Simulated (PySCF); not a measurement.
**What a change does: NMR shielding calculation on C6H8F3P**

System: C6H8F3P.
Method of the first run: GIAO PBE0/pcSseg-1 NMR shielding, non-relativistic, IEF-PCM tetrahydrofuran (PySCF 2.14.0).

The geometry comes from this level: PBE0-D3(BJ)/def2-SVP. Text and figures count atoms from 1; the logs count them from 0 in places.

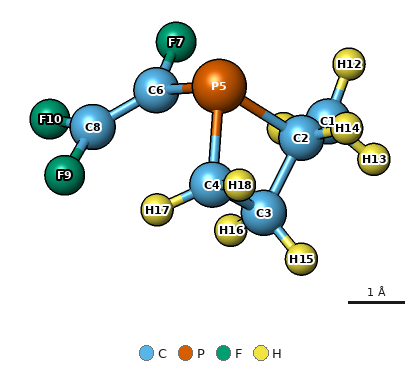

Fig. 1: The input geometry (ball-and-stick view, seen at a tilt; atoms are numbered from 1 in the order of the input).

### Input, the first run
```
{"job": {"kind": "nmr", "xc": "PBE0", "basis": "pcSseg-1", "solvent": "tetrahydrofuran", "pop": false}, "charge": 0, "multiplicity": 1}
C     -1.769427     1.165238     0.360105
C     -1.255608    -0.037152    -0.393527
C     -0.647825    -1.214374     0.384275
C      0.344148    -1.651662    -0.699307
P      0.295045     0.055838    -1.494031
C      1.368686     1.006560    -0.349007
F      1.028002     2.308588    -0.295022
C      2.468252     0.654634     0.323887
F      2.951326    -0.565320     0.365171
F      3.206524     1.483311     1.018096
H     -0.998582     1.583027     1.024108
H     -2.089332     1.965527    -0.324435
H     -2.637097     0.886984     0.981056
H     -2.032918    -0.415658    -1.081618
H     -1.358804    -1.979812     0.740507
H     -0.102066    -0.832442     1.262270
H      1.312903    -2.057536    -0.386410
H     -0.109012    -2.346729    -1.423930
```

The first line tells a small driver script what to run in PySCF; the rest is the geometry in Å.

Command:
```bash
OMP_NUM_THREADS=1 python <driver script> task.json out
```

Hardware: 1 CPU thread, shared host.

### Output (the first run)
```
coarse grid: 16360 points
cycle   1  E = -873.3323140036  dE =  1.473e+00  |g| = 7.585e-01  |ddm| = 3.945e+00
cycle   2  E = -873.2222629962  dE =  1.101e-01  |g| = 1.108e+00  |ddm| = 1.261e+00
cycle   3  E = -873.4383349190  dE = -2.161e-01  |g| = 8.117e-02  |ddm| = 7.883e-01
cycle   4  E = -873.4392446145  dE = -9.097e-04  |g| = 4.416e-02  |ddm| = 9.203e-02
cycle   5  E = -873.4396244169  dE = -3.798e-04  |g| = 9.208e-03  |ddm| = 4.173e-02
cycle   6  E = -873.4396371608  dE = -1.274e-05  |g| = 4.356e-03  |ddm| = 1.032e-02
cycle   7  E = -873.4396413279  dE = -4.167e-06  |g| = 6.153e-04  |ddm| = 3.849e-03
final grid: 156968 points
cycle   8  E = -873.5181793656  dE = -4.816e-05  |g| = 8.965e-03  |ddm| = 3.316e-02
cycle   9  E = -873.5181635008  dE =  1.586e-05  |g| = 1.245e-02  |ddm| = 1.750e-02
cycle  10  E = -873.5181989816  dE = -3.548e-05  |g| = 1.001e-03  |ddm| = 1.029e-02
cycle  11  E = -873.5181991572  dE = -1.755e-07  |g| = 2.619e-04  |ddm| = 9.286e-04
cycle  12  E = -873.5181991693  dE = -1.208e-08  |g| = 1.018e-04  |ddm| = 2.974e-04
cycle  13  E = -873.5181991716  dE = -2.309e-09  |g| = 3.516e-05  |ddm| = 1.204e-04
cycle  14  E = -873.5181991719  dE = -2.849e-10  |g| = 4.974e-06  |ddm| = 3.451e-05
converged SCF energy = -873.5181991719

GIAO shielding tensors (ppm)
atom      isotropic    diamagn.    paramagn.     s11        s22        s33       span
  0 C      165.126     245.117     -79.991    152.554    157.843    184.979     32.425
  1 C      149.271     253.874    -104.604    128.215    155.808    163.789     35.574
  2 C      147.079     250.048    -102.969    118.584    148.591    174.063     55.479
  3 C      167.079     254.580     -87.501    149.107    174.587    177.543     28.437
  4 P      304.667     965.480    -660.813    217.816    320.768    375.418    157.602
  5 C       46.873     256.978    -210.105     15.360     46.061     79.197     63.837
  6 F      371.880     473.104    -101.224    288.573    389.042    438.026    149.452
  7 C       17.485     250.547    -233.062    -59.469     51.846     60.078    119.546
  8 F      297.071     474.899    -177.828    271.466    297.222    322.526     51.059
  9 F      264.871     469.410    -204.539    221.995    284.244    288.372     66.377
 10 H       30.125      29.966       0.159     25.349     30.997     34.028      8.679
 11 H       30.072      28.324       1.748     26.578     26.754     36.885     10.308
 12 H       29.994      28.120       1.874     25.404     27.176     37.401     11.997
 13 H       28.689      31.975      -3.287     24.844     28.484     32.739      7.896
 14 H       28.688      30.610      -1.922     23.998     25.899     36.166     12.168
 15 H       28.426      32.258      -3.832     26.462     27.702     31.114      4.652
 16 H       29.287      31.023      -1.735     23.507     28.910     35.445     11.938
 17 H       29.190      30.792      -1.602     25.821     26.603     35.147      9.326
```

For the second run the input was changed thus:
```diff
-"solvent": "tetrahydrofuran"
-"pop": false
+"solvent": "methanol"
+"pop": true
```

Predict how the results change.

The total energy of the second run is 0.49 kcal/mol lower: the change of the electrostatic solvation energy at this fixed geometry, without cavity or dispersion terms. The dipole moment goes from 2.95 to 3.08 D. Of all shieldings, the largest change is that of F7, by +0.8 ppm. The number of SCF iterations is the same.

### Output (the second run)
```
coarse grid: 16360 points
cycle   1  E = -873.3336107096  dE =  1.472e+00  |g| = 7.564e-01  |ddm| = 3.945e+00
cycle   2  E = -873.2272726577  dE =  1.063e-01  |g| = 1.098e+00  |ddm| = 1.249e+00
cycle   3  E = -873.4391900223  dE = -2.119e-01  |g| = 7.890e-02  |ddm| = 7.700e-01
cycle   4  E = -873.4400486859  dE = -8.587e-04  |g| = 4.252e-02  |ddm| = 8.792e-02
cycle   5  E = -873.4404021886  dE = -3.535e-04  |g| = 8.767e-03  |ddm| = 3.985e-02
cycle   6  E = -873.4404136330  dE = -1.144e-05  |g| = 4.137e-03  |ddm| = 9.794e-03
cycle   7  E = -873.4404173435  dE = -3.710e-06  |g| = 5.723e-04  |ddm| = 3.707e-03
final grid: 156968 points
cycle   8  E = -873.5189531370  dE = -4.821e-05  |g| = 8.944e-03  |ddm| = 3.311e-02
cycle   9  E = -873.5189378227  dE =  1.531e-05  |g| = 1.235e-02  |ddm| = 1.735e-02
cycle  10  E = -873.5189727251  dE = -3.490e-05  |g| = 1.002e-03  |ddm| = 1.010e-02
cycle  11  E = -873.5189729010  dE = -1.759e-07  |g| = 2.595e-04  |ddm| = 9.246e-04
cycle  12  E = -873.5189729128  dE = -1.179e-08  |g| = 1.002e-04  |ddm| = 2.888e-04
cycle  13  E = -873.5189729150  dE = -2.239e-09  |g| = 3.390e-05  |ddm| = 1.158e-04
cycle  14  E = -873.5189729153  dE = -2.678e-10  |g| = 5.073e-06  |ddm| = 3.362e-05
converged SCF energy = -873.5189729153

GIAO shielding tensors (ppm)
atom      isotropic    diamagn.    paramagn.     s11        s22        s33       span
  0 C      165.196     245.232     -80.035    152.610    157.865    185.114     32.504
  1 C      149.187     253.781    -104.594    127.941    155.980    163.639     35.698
  2 C      147.144     250.092    -102.948    118.571    148.710    174.150     55.578
  3 C      167.026     254.567     -87.540    149.108    174.558    177.413     28.306
  4 P      305.188     965.594    -660.406    219.877    320.868    374.819    154.942
  5 C       46.746     257.039    -210.293     15.324     45.905     79.011     63.687
  6 F      372.691     473.231    -100.539    289.628    390.060    438.386    148.758
  7 C       17.430     250.504    -233.075    -59.497     51.698     60.089    119.586
  8 F      296.846     474.907    -178.062    271.244    297.074    322.219     50.976
  9 F      265.401     469.459    -204.058    222.541    284.826    288.835     66.294
 10 H       30.135      30.009       0.126     25.367     31.010     34.028      8.662
 11 H       30.086      28.352       1.733     26.594     26.770     36.894     10.300
 12 H       29.973      28.114       1.859     25.380     27.145     37.393     12.013
 13 H       28.633      31.926      -3.294     24.781     28.413     32.704      7.923
 14 H       28.677      30.585      -1.908     23.995     25.872     36.164     12.169
 15 H       28.408      32.242      -3.834     26.446     27.684     31.094      4.648
 16 H       29.275      31.016      -1.741     23.495     28.884     35.446     11.950
 17 H       29.136      30.736      -1.599     25.761     26.533     35.115      9.353
```

### The two runs side by side

```csv
quantity,the first run,the second run
outcome,converged,converged
total energy (hartree),−873.518199,−873.518973
HOMO (eV),−6.48,−6.48
LUMO (eV),−0.04,−0.02
dipole moment (D),2.95,3.08
shielding of C1 (ppm),165.1,165.2
shielding of C2 (ppm),149.3,149.2
shielding of P5 (ppm),304.7,305.2
shielding of C6 (ppm),46.9,46.7
shielding of F7 (ppm),371.9,372.7
shielding of F9 (ppm),297.1,296.8
shielding of F10 (ppm),264.9,265.4
SCF iterations,14,14
basis functions,217,217
wall time (shared host),47 s,49 s
```
